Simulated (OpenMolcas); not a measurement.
Excited-state calculation of CH4In (part 2 of 2)

CH4In, multiplicity 2, SMILES [CH3][InH]; CASSCF/ANO-RCC-VTZP, DKH2 (OpenMolcas 26.06). The geometry comes from this level: PBE0-D4/def2-TZVP.

Geometry of the input (Å):
```
C  -0.1938  -0.4319  -0.5817
In 1.0787  0.6439  0.8384
H  -1.2438  -0.2905  -0.3198
H  0.0520  -1.4948  -0.5587
H  -0.0118  -0.0573  -1.5903
H  0.3610  1.5669  2.1660
```

## Output, continued
```
      Mulliken spin population per centre
      ---------------------------

                C1      IN2     H3      H4      H5      H6
      Total    0.0823  0.7602  0.0177  0.0050  0.0051  0.1297

      Total electronic spin=    1.000000
--

      LoProp population analysis for root number:  1
      -----------------------------------------------

++    LoProp analysis:
      ----------------

++    Static properties:
      ------------------

      LoProp Charges per center

                   C1       IN2      H3       H4       H5       H6
      Nuclear      6.0000  49.0000   1.0000   1.0000   1.0000   1.0000
      Electronic  -6.6142 -48.6030  -0.8909  -0.8851  -0.8851  -1.1218

      Total       -0.6142   0.3970   0.1091   0.1149   0.1149  -0.1218
--

      Natural Bond Order analysis for root number:  1

++    Natural Bond Order analysis
      ---------------------------
      Based on LoProp computed density
      -------------------------------------------------------------------------------------
      Atom A       Atom B       Bond Order
      -------------------------------------------------------------------------------------
      NBO located      0.986 non-bonded electrons on atom C1
      NBO located      0.986 non-bonded electrons on atom C1
      NBO located      1.009 non-bonded electrons on atom IN2
      NBO located      0.993 non-bonded electrons on atom IN2
      NBO located      1.005 non-bonded electrons on atom IN2
      NBO located      0.996 non-bonded electrons on atom IN2
      NBO located      0.998 non-bonded electrons on atom IN2
      NBO located      0.998 non-bonded electrons on atom IN2
      NBO located      0.999 non-bonded electrons on atom IN2
      NBO located      1.000 non-bonded electrons on atom IN2
      NBO located      1.000 non-bonded electrons on atom IN2
      NBO located      1.000 non-bonded electrons on atom IN2
      NBO located      1.000 non-bonded electrons on atom IN2
      NBO located      1.000 non-bonded electrons on atom IN2
      NBO located      1.000 non-bonded electrons on atom IN2
      NBO located      1.000 non-bonded electrons on atom IN2
      NBO located      1.000 non-bonded electrons on atom IN2
      NBO located      1.000 non-bonded electrons on atom IN2
      NBO located      1.000 non-bonded electrons on atom IN2
      NBO located      1.000 non-bonded electrons on atom IN2
      NBO located      1.000 non-bonded electrons on atom IN2
      NBO located      1.000 non-bonded electrons on atom IN2
      NBO located      1.000 non-bonded electrons on atom IN2
      NBO located      1.000 non-bonded electrons on atom IN2
      NBO located      1.000 non-bonded electrons on atom IN2
      The remaining    6.035 electrons are to be considered as diffuse
--

--

      Von Neumann Entropy (Root   2) =  0.78526

      Mulliken population analysis for root number:  2
      -----------------------------------------------

++    Molecular charges:
      ------------------

      Mulliken charges per centre
      ---------------------------

                C1      IN2     H3      H4      H5      H6
      Total    6.6562 48.6121  0.8374  0.8509  0.8509  1.1924

      N-E     -0.6562  0.3879  0.1626  0.1491  0.1491 -0.1924

      Total electronic charge=   59.000000

      Total            charge=   -0.000000
--

      Expectation values of various properties for root number:  2
      -----------------------------------------------------------

++    Molecular properties:
      ---------------------

      Charge (e):
                      =   -0.0000
      Dipole Moment (debye):
      Origin of the operator (angstrom)=    0.9224    0.5234    0.6801
                   X=  1.0285E+00               Y= -6.8837E-01               Z= -1.0204E+00           Total=  1.6040E+00
      Quadrupole Moment (debye*angstrom):
      Origin of the operator (angstrom)=    0.9224    0.5234    0.6801
                  XX= -3.0289E+01              XY=  4.2385E-01              XZ=  1.0532E-01              YY= -3.7216E+01
                  YZ=  1.4952E+00              ZZ= -3.6235E+01
      In traceless form (debye*angstrom)
                  XX=  6.4360E+00              XY=  6.3577E-01              XZ=  1.5797E-01              YY= -3.9538E+00
                  YZ=  2.2428E+00              ZZ= -2.4823E+00
--

      Mulliken spin population analysis for root number:  2
      ---------------------------------------------------

++    Molecular charges:
      ------------------

      Mulliken spin population per centre
      ---------------------------

                C1      IN2     H3      H4      H5      H6
      Total   -0.0389  1.1462 -0.0031 -0.0030 -0.0030 -0.0983

      Total electronic spin=    1.000000
--

      LoProp population analysis for root number:  2
      -----------------------------------------------

++    LoProp analysis:
      ----------------

++    Static properties:
      ------------------

      LoProp Charges per center

                   C1       IN2      H3       H4       H5       H6
      Nuclear      6.0000  49.0000   1.0000   1.0000   1.0000   1.0000
      Electronic  -6.4772 -48.8213  -0.8721  -0.8882  -0.8882  -1.0530

      Total       -0.4772   0.1787   0.1279   0.1118   0.1118  -0.0530
--

      Natural Bond Order analysis for root number:  2

++    Natural Bond Order analysis
      ---------------------------
      Based on LoProp computed density
      -------------------------------------------------------------------------------------
      Atom A       Atom B       Bond Order
      -------------------------------------------------------------------------------------
      NBO located      0.994 non-bonded electrons on atom C1
      NBO located      0.911 non-bonded electrons on atom C1
      NBO located      1.017 non-bonded electrons on atom IN2
      NBO located      0.995 non-bonded electrons on atom IN2
      NBO located      0.996 non-bonded electrons on atom IN2
      NBO located      0.998 non-bonded electrons on atom IN2
      NBO located      1.001 non-bonded electrons on atom IN2
      NBO located      0.999 non-bonded electrons on atom IN2
      NBO located      1.001 non-bonded electrons on atom IN2
      NBO located      0.999 non-bonded electrons on atom IN2
      NBO located      1.000 non-bonded electrons on atom IN2
      NBO located      1.000 non-bonded electrons on atom IN2
      NBO located      1.000 non-bonded electrons on atom IN2
      NBO located      1.000 non-bonded electrons on atom IN2
      NBO located      1.000 non-bonded electrons on atom IN2
      NBO located      1.000 non-bonded electrons on atom IN2
      NBO located      1.000 non-bonded electrons on atom IN2
      NBO located      1.000 non-bonded electrons on atom IN2
      NBO located      1.000 non-bonded electrons on atom IN2
      NBO located      1.000 non-bonded electrons on atom IN2
      NBO located      1.000 non-bonded electrons on atom IN2
      NBO located      1.000 non-bonded electrons on atom IN2
      NBO located      1.000 non-bonded electrons on atom IN2
      NBO located      1.000 non-bonded electrons on atom IN2
      NBO located      1.000 non-bonded electrons on atom IN2
      The remaining    6.101 electrons are to be considered as diffuse
--

--

      Von Neumann Entropy (Root   3) =  0.98915

      Mulliken population analysis for root number:  3
      -----------------------------------------------

++    Molecular charges:
      ------------------

      Mulliken charges per centre
      ---------------------------

                C1      IN2     H3      H4      H5      H6
      Total    6.5140 48.7782  0.8612  0.8496  0.8496  1.1474

      N-E     -0.5140  0.2218  0.1388  0.1504  0.1504 -0.1474

      Total electronic charge=   59.000000

      Total            charge=   -0.000000
--

      Expectation values of various properties for root number:  3
      -----------------------------------------------------------

++    Molecular properties:
      ---------------------

      Charge (e):
                      =   -0.0000
      Dipole Moment (debye):
      Origin of the operator (angstrom)=    0.9224    0.5234    0.6801
                   X= -4.2172E+00               Y= -7.0688E-01               Z= -7.2913E-01           Total=  4.3377E+00
      Quadrupole Moment (debye*angstrom):
      Origin of the operator (angstrom)=    0.9224    0.5234    0.6801
                  XX= -3.9234E+01              XY=  4.3193E-01              XZ=  9.8134E-01              YY= -3.2563E+01
                  YZ=  4.9454E-01              ZZ= -3.2308E+01
      In traceless form (debye*angstrom)
                  XX= -6.7982E+00              XY=  6.4789E-01              XZ=  1.4720E+00              YY=  3.2083E+00
                  YZ=  7.4182E-01              ZZ=  3.5899E+00
--

      Mulliken spin population analysis for root number:  3
      ---------------------------------------------------

++    Molecular charges:
      ------------------

      Mulliken spin population per centre
      ---------------------------

                C1      IN2     H3      H4      H5      H6
      Total    0.3635  0.0880  0.0101  0.0150  0.0150  0.5085

      Total electronic spin=    1.000000
--

      LoProp population analysis for root number:  3
      -----------------------------------------------

++    LoProp analysis:
      ----------------

++    Static properties:
      ------------------

      LoProp Charges per center

                   C1       IN2      H3       H4       H5       H6
      Nuclear      6.0000  49.0000   1.0000   1.0000   1.0000   1.0000
      Electronic  -6.3508 -49.0096  -0.9016  -0.8750  -0.8751  -0.9880

      Total       -0.3508  -0.0096   0.0984   0.1250   0.1249   0.0120
--

      Natural Bond Order analysis for root number:  3

++    Natural Bond Order analysis
      ---------------------------
      Based on LoProp computed density
      -------------------------------------------------------------------------------------
      Atom A       Atom B       Bond Order
      -------------------------------------------------------------------------------------
      NBO located      0.995 non-bonded electrons on atom C1
      NBO located      0.988 non-bonded electrons on atom IN2
      NBO located      0.989 non-bonded electrons on atom IN2
      NBO located      1.004 non-bonded electrons on atom IN2
      NBO located      0.997 non-bonded electrons on atom IN2
      NBO located      0.998 non-bonded electrons on atom IN2
      NBO located      0.997 non-bonded electrons on atom IN2
      NBO located      0.999 non-bonded electrons on atom IN2
      NBO located      0.999 non-bonded electrons on atom IN2
      NBO located      0.999 non-bonded electrons on atom IN2
      NBO located      0.999 non-bonded electrons on atom IN2
      NBO located      1.000 non-bonded electrons on atom IN2
      NBO located      1.000 non-bonded electrons on atom IN2
      NBO located      1.000 non-bonded electrons on atom IN2
      NBO located      1.000 non-bonded electrons on atom IN2
      NBO located      1.000 non-bonded electrons on atom IN2
      NBO located      1.000 non-bonded electrons on atom IN2
      NBO located      1.000 non-bonded electrons on atom IN2
      NBO located      1.000 non-bonded electrons on atom IN2
      NBO located      1.000 non-bonded electrons on atom IN2
      NBO located      1.000 non-bonded electrons on atom IN2
      NBO located      1.000 non-bonded electrons on atom IN2
      NBO located      1.000 non-bonded electrons on atom IN2
      NBO located      1.000 non-bonded electrons on atom IN2
      The remaining    6.641 electrons are to be considered as diffuse
--

--

      Average orbitals are written to the RASORB file
      Natural orbitals for root   1 are written to the RASORB.1 file
      Natural orbitals for root   2 are written to the RASORB.2 file
      Natural orbitals for root   3 are written to the RASORB.3 file
      Spin density orbitals for root   1 are written to the SPDORB.1 file
      Spin density orbitals for root   2 are written to the SPDORB.2 file
      Spin density orbitals for root   3 are written to the SPDORB.3 file

--- Stop Module: rasscf /rc=_RC_ALL_IS_WELL_ ---
           step3.RasOrb.3 step3.rasscf.h5 step3.SpdOrb.1 step3.SpdOrb.2 step3.SpdOrb.3 xmldump
--- Module rasscf spent 15 seconds ---

--- Start Module: rassi ---

                                               &RASSI

                       available to each process: 1.9 GB of memory, 1 thread

      ********************************************************************************
      *                             General data section                             *
      ********************************************************************************

   Specific data for JOBIPH file JOBIPH
   -------------------------------------

   Header from SEWARD:

   CASSCF title (first line only):
       (No title given)

  STATE IRREP:                1
  SPIN MULTIPLICITY:          2
  ACTIVE ELECTRONS:           7
  MAX RAS1 HOLES:             0
  MAX RAS3 ELECTRONS:         0
  NR OF CONFIG:             210

   The following data are common to all the states:
   ------------------------------------------------
   (note: frozen counts as inactive, deleted as secondary)

      Nr of irreps: 1

                 Total     No./Irrep
      Irrep                  1
                             a

      INACTIVE      26      26
      ACTIVE         6       6
      SECONDARY    122     122
      BASIS        154     154

      RAS1           0       0
      RAS2           6       6
      RAS3           0       0

        MATRIX ELEMENTS WILL BE COMPUTED FOR THE FOLLOWING ONE-ELECTRON OPERATORS, UNLESS ZERO BY SYMMETRY.
   (Herm=Hermitian, Anti=Antihermitian, Sing=Singlet operator, Trip=Triplet operator)
     MLTPL  0   1 (HERMSING)     MLTPL  1   1 (HERMSING)     MLTPL  1   2 (HERMSING)
     MLTPL  1   3 (HERMSING)     MLTPL  2   1 (HERMSING)     MLTPL  2   2 (HERMSING)
     MLTPL  2   3 (HERMSING)     MLTPL  2   4 (HERMSING)     MLTPL  2   5 (HERMSING)
     MLTPL  2   6 (HERMSING)     VELOCITY   1 (ANTISING)     VELOCITY   2 (ANTISING)
     VELOCITY   3 (ANTISING)     ANGMOM     1 (ANTISING)     ANGMOM     2 (ANTISING)
     ANGMOM     3 (ANTISING)     MLTPV  2   1 (ANTISING)     MLTPV  2   2 (ANTISING)
     MLTPV  2   3 (ANTISING)     MLTPV  2   4 (ANTISING)     MLTPV  2   5 (ANTISING)
     MLTPV  2   6 (ANTISING)

       EIGENSTATES OF A SPIN-FREE HAMILTONIAN WILL BE COMPUTED BASED ON:

  A Hamiltonian matrix computed by RASSI.

  Nr of states:                    3

   State:        1   2   3
  JobIph:        1   1   1
 Root nr:        1   2   3

  HAMILTONIAN MATRIX FOR THE ORIGINAL STATES:

  Diagonal, with energies
  -5917.27564414  -5917.21445095  -5917.13674082

      OVERLAP MATRIX FOR THE ORIGINAL STATES:

  Diagonal, with elements
      1.00000000      1.00000000      1.00000000

::    RASSI State    1     Total energy:   -5917.27564413968139
::    RASSI State    2     Total energy:   -5917.21445095401032
::    RASSI State    3     Total energy:   -5917.13674081977388

      ****************************************************************************************************
      *                                         Spin-free section                                        *
      *                 Note: index according to input order, order according to energy.                 *
      ****************************************************************************************************

  SPIN-FREE ENERGIES:
  (Shifted by EMIN (a.u.) =      -5917.2756441397)

 SF State       Relative EMIN(au)   Rel lowest level(eV)    D:o, cm**(-1)

     1             0.0000000000        0.0000000000              0.0000
     2             0.0611931857        1.6651514109          13430.3519
     3             0.1389033199        3.7797518889          30485.7549

++ Dipole transition strengths (spin-free states):
   -----------------------------------------------
     for osc. strength at least  1.00000000E-05

      From   To        Osc. strength     Einstein coefficients Ax, Ay, Az (sec-1)    Total A (sec-1)
     -----------------------------------------------------------------------------------------------
         1    2       2.49163741E-02  3.71053631E+03  1.97427761E+06  1.01980630E+06  2.99779445E+06
         1    3       4.59971116E-02  4.79375487E+06  8.43696501E+06  1.52838415E+07  2.85145614E+07
     -----------------------------------------------------------------------------------------------
--

++ Velocity transition strengths (spin-free states):
   -------------------------------------------------
     for osc. strength at least  1.00000000E-05

      From   To        Osc. strength     Einstein coefficients Ax, Ay, Az (sec-1)    Total A (sec-1)
     -----------------------------------------------------------------------------------------------
         1    2       1.45909534E-02  2.17394692E+03  1.15615477E+06  5.97170658E+05  1.75549938E+06
         1    3       4.40191970E-02  3.32778373E+06  8.46011748E+06  1.55005100E+07  2.72884112E+07
     -----------------------------------------------------------------------------------------------
--

++ Length and velocity gauge comparison (spin-free states):
   --------------------------------------------------------

 --------------------------------------------------
 A comparison between the dipole oscillator strengths in
 length and velocity gauge will be performed

     All dipole oscillator differences above the tolerance of   1.00000000E-01  will be printed

 Due to basis set deficiency these oscillator may be problematic

 The tolerance is defined as ABS(1-O_l/O_v)
 O_l : dipole oscillator strength in length gauge
 O_p : dipole oscillator strength in velocity gauge
 --------------------------------------------------

  Problematic transitions have been found

      From   To       Difference (%) Osc. st. (len.) Osc. st. (vel.)
     ---------------------------------------------------------------
         1    2            70.765908  2.49163741E-02  1.45909534E-02
     ---------------------------------------------------------------

 Number of problematic transitions =                     1

--

 Electric-dipole - electric-octupole not included
 Electric-dipole - magnetic-quadrupole not included

      ****************************************************************************************************
      *                                    Special properties section                                    *
      ****************************************************************************************************

--- Stop Module: rassi /rc=_RC_ALL_IS_WELL_ ---
--- Module rassi spent 1 second ---

.##################.
.# Happy landing! #.
.##################.

    Timing: Wall=36.05 User=34.28 System=1.75
```

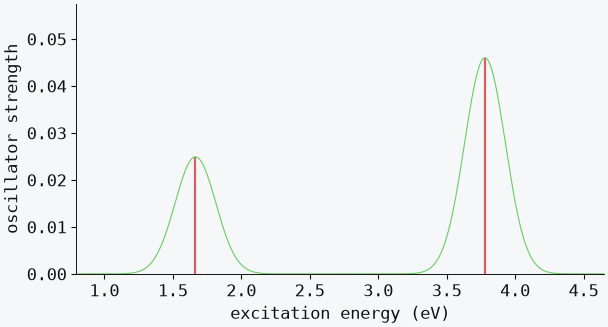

Fig. 1: Computed excitations as sticks (degenerate states added up, dark ones marked on the axis), with a Gaussian envelope of 0.35 eV full width at half maximum, scaled to the tallest. Of the 2 states the lowest lies at 1.67 eV (f = 0.025); the strongest line is at 3.78 eV, or 328 nm (f = 0.046).

## Summary

```json
{"quantity": "outcome", "value": "converged"}
{"quantity": "total energy", "value": "−5917.275644 hartree"}
{"quantity": "CASSCF energy", "value": "−5917.275644 hartree"}
{"quantity": "basis functions", "value": "154"}
{"quantity": "lowest singlet excitation", "value": "1.67 eV"}
{"quantity": "wall time", "value": "36 s"}
{"quantity": "peak memory", "value": "0.37 GiB"}
```
